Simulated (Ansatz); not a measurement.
| atom | x (Å) | y (Å) | z (Å) |
| --- | --- | --- | --- |
| O | 0.4160 | -0.0688 | -2.0822 |
| C | 0.8459 | 0.7018 | -1.2862 |
| N | 0.5261 | 0.6743 | 0.0340 |
| Si | -0.5807 | -0.5322 | 0.7035 |
| H | 1.5442 | 1.5040 | -1.5689 |
| H | 0.9502 | 1.3733 | 0.6110 |
| H | -1.9207 | -0.4200 | 0.0983 |
| H | -0.0538 | -1.8976 | 0.5230 |
| H | -0.6515 | -0.2073 | 2.1456 |

The calculation used Ansatz 0.2.0, RHF/def2-SVP.

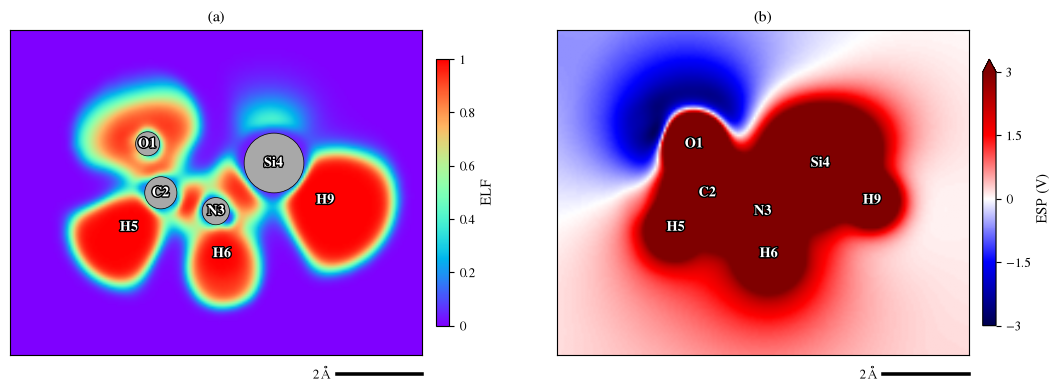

CH₅NOSi. (a) ELF; (b) molecular electrostatic potential on the plane of atoms C2, N3 and H6. Grey discs cover the atomic cores in the ELF map.

### What do the fields say about this system?

- Atoms in the plane: O, C, N, Si and H.
- C–O (1.19 Å): the ELF peaks at about 0.85 between the atoms (a multiple bond).
- C–N (1.36 Å): the ELF peaks at about 0.95 between the atoms: localised, covalent bonding.
- Si–N (1.77 Å): the ELF peaks at about 0.95 between the atoms; a shared but strongly polarised pair.
- N–H (1.00 Å): the ELF climbs to about 1 towards the hydrogen, as it does in any bond to H (an ordinary covalent bond to hydrogen).
- C–H (1.10 Å): the ELF climbs to about 1 towards the hydrogen; an ordinary covalent bond to hydrogen.
- The ELF also peaks beside O1, away from the bonds: lone-pair regions.
- Outside the dense part of the molecule the potential is most negative (−2.6 V) near O1.
